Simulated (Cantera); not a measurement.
Charge: 1 mol PbS, 5.3 mol H2, 1.2 mol N2, at 0.0133 bar.

These are equilibrium values from Cantera (NASA tables, ideal gas, pure condensed phases), not measurements of a reactor. Candidate condensed phases: Pb, PbS, S; 18 gas species. Mutual solubility and eutectic melting of coexisting phases are not modelled. Gases not in the tables: S3 to S7. Kinetics and transport are ignored.

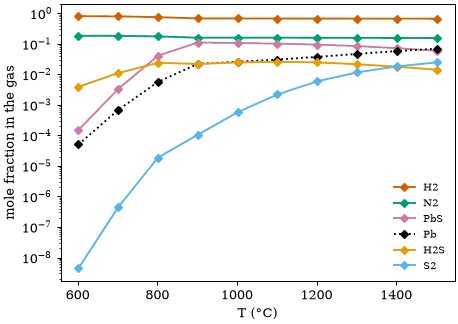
Figure. Equilibrium gas composition (values under 1e-9 drawn at 1e-9)

Question: Read off the mole fractions at 1502 °C.

Answer: H2 about 0.67, N2 about 0.16, Pb about 0.070, PbS about 0.060, S2 about 0.025, H2S about 0.014.
